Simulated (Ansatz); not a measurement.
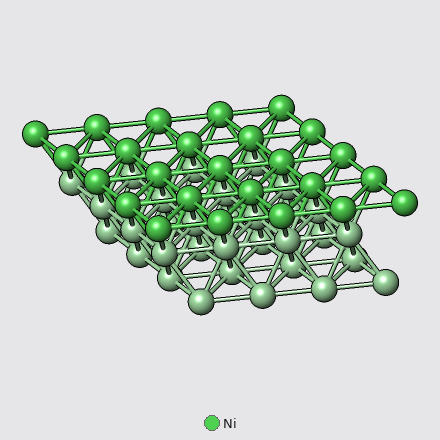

The system is Ni on a Ni(111) slab cut from the Fm-3m phase, its upper half relaxed before the scan (12 atoms of substrate and one adsorbate in a 2 × 2 cell); the picture shows it without the atoms that are moved over the map. 
- Ni is moved over the surface cell; relaxed at each place: the height of the adsorbate's atoms; substrate rigid; the origin of the map has the adsorbate above Ni9.
- Places are given modulo a cell vector. The map is drawn in real space over the plane of the surface.
- The scan uses a 6 × 6 grid; 10 points were computed and 26 follow by symmetry.
- Places are given in fractions of the 1 × 1 surface cell.
- Energies are in eV, from the lowest grid point.
- The electronic state followed may not be the lowest one.
- These are results of Ansatz 0.2.0, DFT PBE, scalar-relativistic, plane waves, PAW, not measurements. Settings: cutoff 420 eV, k-mesh 6×6×1, gaussian smearing 0.1 eV, spin-polarised.

Range: position of Ni13 along the first surface vector from 0.000 to 0.833; position of Ni13 along the second surface vector from 0.000 to 0.833.

> What landscape does the calculation give?

The lowest grid point is at a threefold hollow over a second-layer Ni atom, (2/6, 4/6) of the cell vectors. A higher local minimum lies near a threefold hollow over a third-layer Ni atom, (4/6, 2/6) of the cell vectors (0.007 eV above the lowest at that grid point). The highest grid point, the top site over a surface Ni atom, (0/6, 0/6) of the cell vectors, lies 0.87 eV above the lowest. On the interpolated surface the easiest way out of the lowest well to the well at a threefold hollow over a third-layer Ni atom, (4/6, 2/6) of the cell vectors passes a barrier of about 0.16 eV. At the lowest point the adsorbate has 3 Ni at 2.30 Å as nearest neighbours, at the highest 1 Ni at 2.11 Å. Its relaxed height above the top atom is 1.80 Å at the lowest and 2.11 Å at the highest point.

| second ↓, first → | 0/6 | 1/6 | 2/6 | 3/6 | 4/6 | 5/6 |
| --- | --- | --- | --- | --- | --- | --- |
| 5/6 | 0.74 | 0.49 | 0.15 | 0.15 | 0.49 | 0.74 |
| 4/6 | 0.40 | 0.15 | 0.00 | 0.15 | 0.40 | 0.49 |
| 3/6 | 0.16 | 0.15 | 0.15 | 0.16 | 0.16 | 0.16 |
| 2/6 | 0.40 | 0.49 | 0.40 | 0.16 | 0.01 | 0.16 |
| 1/6 | 0.74 | 0.74 | 0.49 | 0.16 | 0.16 | 0.49 |
| 0/6 | 0.87 | 0.74 | 0.40 | 0.16 | 0.40 | 0.74 |

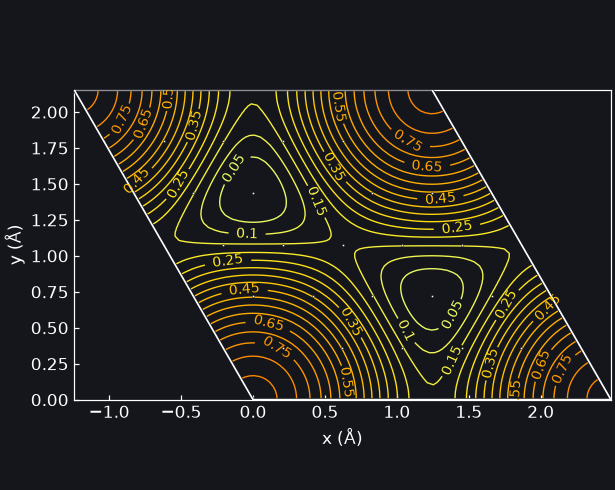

In the figure: contour lines labelled in eV, dots at the grid points, the outline of one cell of the plane. Between grid points the surface is interpolated.

Time for the 10 points that were run: 40 min on 8 threads of Arm Neoverse N1, on a shared host.

PAW datasets: the set soft_1.
